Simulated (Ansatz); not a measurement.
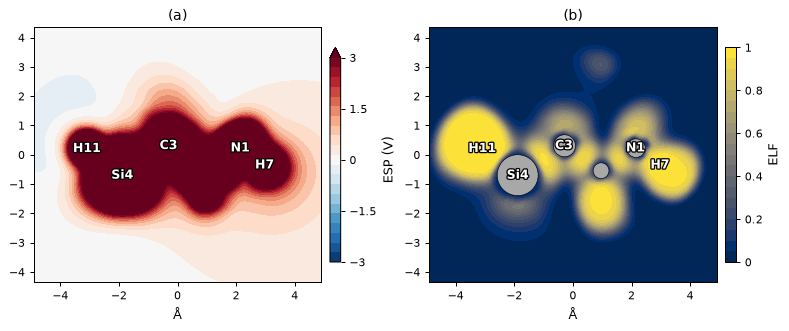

*C2H11NSi2 (SMILES NCC([SiH3])[SiH3]). (a) molecular electrostatic potential; (b) electron localisation function on the plane of atoms C3, Si4 and H11. Grey discs cover the atomic cores in the ELF map.*

The calculation used Ansatz 0.2.0, RKS PBE0-D4/def2-SVP.

The calculation's input:

```
crystal:
  periodic: [false, false, false]
  atoms:
    - { symbol: "N", position_ang: [0.362, 2.2016, 0.7694] }
    - { symbol: C, position_ang: [0.4912, 0.8114, 0.9767] }
    - { symbol: C, position_ang: [0.2159, -0.0086, -0.3071] }
    - { symbol: Si, position_ang: [0.9453, -1.7795, -0.1512] }
    - { symbol: Si, position_ang: [-1.5435, -0.2779, -0.7913] }
    - { symbol: H, position_ang: [1.22708, 2.73953, 0.85504] }
    - { symbol: H, position_ang: [-0.2395, 2.64561, 1.50991] }
    - { symbol: H, position_ang: [-0.1183, 0.5154, 1.7953] }
    - { symbol: H, position_ang: [1.529, 0.6922, 1.3708] }
    - { symbol: H, position_ang: [0.7833, 0.45, -1.1119] }
    - { symbol: H, position_ang: [0.6962, -2.5294, -1.404] }
    - { symbol: H, position_ang: [0.2015, -2.5015, 0.9705] }
    - { symbol: H, position_ang: [2.2727, -1.7351, 0.15] }
    - { symbol: H, position_ang: [-1.6919, -1.0004, -2.0375] }
    - { symbol: H, position_ang: [-2.1835, 1.0413, -0.9686] }
    - { symbol: H, position_ang: [-2.2929, -0.9418, 0.312] }
basis:
  gaussian: { orbitals: def2-SVP }
hamiltonian:
  xc: pbe0
  dispersion: d4
relax:
  f_tol: 0.015
  max_steps: 40
output:
  orbitals: {}
```

Run with:

```sh
ansatz run input.yaml --threads 2 --pin off --max-ram 3072MiB --backend cpu --events-out ev --progress --plain --runs-dir out
```

The fields are those of the relaxed geometry.

> Describe what can be read from this map.

The plane passes through N, C, Si and H nuclei.
C–Si (1.89 Å): the ELF peaks at about 0.95 between the atoms; localised, covalent bonding.
N–H (1.02 Å): the ELF climbs to about 1 towards the hydrogen, as it does in any bond to H (a covalent bond by its length).
Si–H (1.49 Å): the ELF climbs to about 1 towards the hydrogen.
The potential has no marked negative region in this plane.
